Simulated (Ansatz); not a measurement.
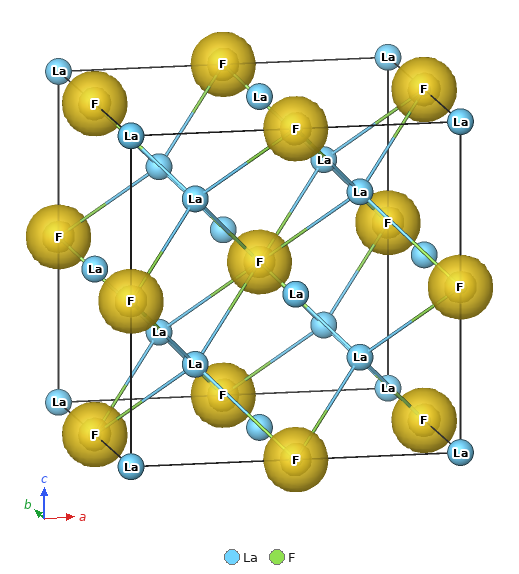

Figure. La$_{3}$F. Isosurface of the ELF at 0.75 (yellow), seen slightly off an axis. Core shells and regions of very low density are left out. Sticks mark near contacts.

Space group Fm-3m; a structure generated by program, which may or may not match a known phase.

Computed with Ansatz 0.2.0, DFT PBE, scalar-relativistic, plane waves, PAW.

In a PAW calculation such maps are meaningful between the atoms, not at the nuclei.

```
La F
1.0
     7.65920    0.00000    0.00000
     0.00000    7.65920    0.00000
     0.00000    0.00000    7.65920
La F
12 4
Direct
  0.25000 0.25000 0.25000
  0.75000 0.75000 0.25000
  0.75000 0.25000 0.75000
  0.25000 0.75000 0.75000
  0.75000 0.25000 0.25000
  0.25000 0.75000 0.25000
  0.25000 0.25000 0.75000
  0.75000 0.75000 0.75000
  0.00000 0.00000 0.00000
  0.50000 0.50000 0.00000
  0.50000 0.00000 0.50000
  0.00000 0.50000 0.50000
  0.50000 0.00000 0.00000
  0.00000 0.50000 0.00000
  0.00000 0.00000 0.50000
  0.50000 0.50000 0.50000
```

### What do the ELF domains correspond to?

The ELF exceeds this value in four regions wrapped around F (the valence shell of each), counted in one cell of 16 atoms. Any copies at cell faces, edges or corners count once. Profiles from the grid: La–F (3.32 Å): the ELF is about 0.05 at the midpoint: no localised pair shows between them.
